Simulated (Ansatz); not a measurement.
System: C₂H₉SSi (SMILES C[SiH](C)[SH2+]) (charge +1).

The calculation's input:

```
basis:
  gaussian:
    orbitals: def2-TZVPD
crystal:
  periodic: [false, false, false]
  atoms:
    - symbol: C
      position_ang: [-0.970773, 2.203420, -0.285200]
    - symbol: C
      position_ang: [-0.044841, -0.744333, -1.126964]
    - symbol: S
      position_ang: [-2.691367, -0.396819, 0.836192]
    - symbol: Si
      position_ang: [-0.558326, 0.454464, 0.201622]
    - symbol: H
      position_ang: [-0.042829, 2.692172, -0.612350]
    - symbol: H
      position_ang: [-1.675590, 2.248335, -1.122304]
    - symbol: H
      position_ang: [-1.366696, 2.791536, 0.549411]
    - symbol: H
      position_ang: [0.157905, 0.312650, 1.486302]
    - symbol: H
      position_ang: [-0.735378, -0.745838, -1.977073]
    - symbol: H
      position_ang: [0.938230, -0.431451, -1.504647]
    - symbol: H
      position_ang: [0.065606, -1.767415, -0.752390]
    - symbol: H
      position_ang: [-2.895787, 0.292155, 1.981785]
    - symbol: H
      position_ang: [-2.320457, -1.535611, 1.464240]
hamiltonian:
  xc: {name: PBE0}
total_charge: 1
output: {forces: true, orbitals: {seedname: orbitals}}
```

Command:

```sh
ansatz run input.yaml --threads 1 --pin off --max-ram 2610MiB --events-out events.jsonl --progress --plain --runs-dir runs
```

Geometry: B3LYP/6-31G*.

The calculation used Ansatz 0.2.0, isolated molecule in a Gaussian basis; Kohn-Sham density functional theory, functional PBE0.

Q: What can the converged electron density and electron localisation function tell about the bonding?

A: C–Si (1.86 Å): the density is about 0.99 e/Å³ at the midpoint; the ELF peaks at about 0.95 between the atoms, as expected for a covalent bond.
C–H (1.10 Å): ρ at the midpoint is about 2 e/Å³; the ELF climbs to about 1 towards the hydrogen, as it does in any bond to H; an ordinary covalent bond to hydrogen.

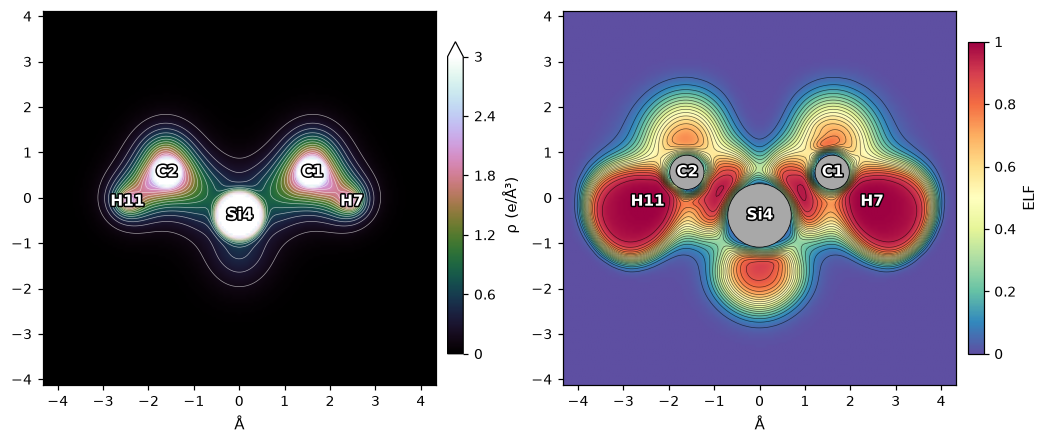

Computed electron density and electron localisation function on the plane of atoms C1, Si4 and C2, in this order. Grey discs cover the atomic cores in the ELF map. 
